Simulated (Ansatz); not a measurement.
```cif
data_structure
_symmetry_space_group_name_H-M 'P 1'
_symmetry_Int_Tables_number 1
_cell_length_a 4.1805
_cell_length_b 4.1805
_cell_length_c 23.1293
_cell_angle_alpha 90.000
_cell_angle_beta 90.000
_cell_angle_gamma 120.000
_cell_volume 350.07
loop_
_atom_site_label
_atom_site_type_symbol
_atom_site_fract_x
_atom_site_fract_y
_atom_site_fract_z
_atom_site_occupancy
Sr1 Sr 0.00000 0.00000 0.00000 1
Sr2 Sr 0.66667 0.33333 0.33333 1
Sr3 Sr 0.33333 0.66667 0.66667 1
Cr1 Cr 0.33333 0.66667 0.16667 1
Cr2 Cr 0.00000 0.00000 0.50000 1
Cr3 Cr 0.66667 0.33333 0.83333 1
Br1 Br 0.00000 0.00000 0.23232 1
Br2 Br 0.66667 0.33333 0.56565 1
Br3 Br 0.33333 0.66667 0.89898 1
Br4 Br 0.66667 0.33333 0.10102 1
Br5 Br 0.33333 0.66667 0.43435 1
Br6 Br 0.00000 0.00000 0.76768 1
```

Space group R-3m; started from the layered alpha-NaFeO2_166 prototype, which need not be the ambient phase; spin-polarised.

These are results of DFT PBE, scalar-relativistic, plane waves, PAW (Ansatz 0.2.0), not measurements.

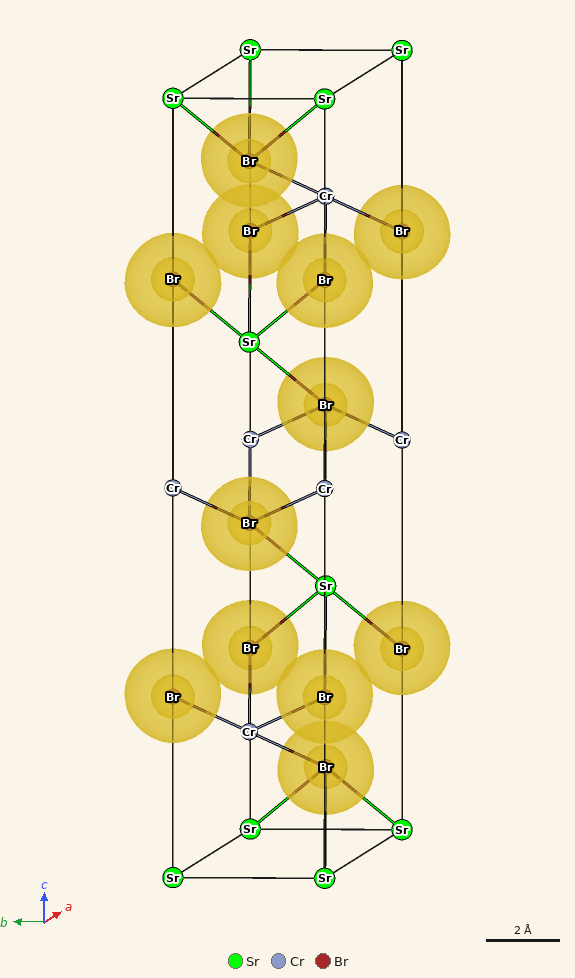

SrCrBr2. Isosurface of the ELF at 0.65 (yellow), seen at an oblique angle. Core shells and regions of very low density are left out. Sticks mark near contacts.

Core electrons are frozen (PAW), and the valence fields are smoothed inside the atomic spheres.

**What do the ELF domains correspond to?**

At this value the surface marks out six regions wrapped around Br (the valence shell of each), counted in one cell of 12 atoms. Any copies at cell faces, edges or corners count once. Profiles from the grid: Cr–Br (2.85 Å): the ELF is about 0.30 at the midpoint and 0.10 at its lowest between the atoms (no localised pair shows between them). Sr–Br (3.36 Å): the ELF is about 0.10 at the midpoint: no shared electron pair shows on this line.
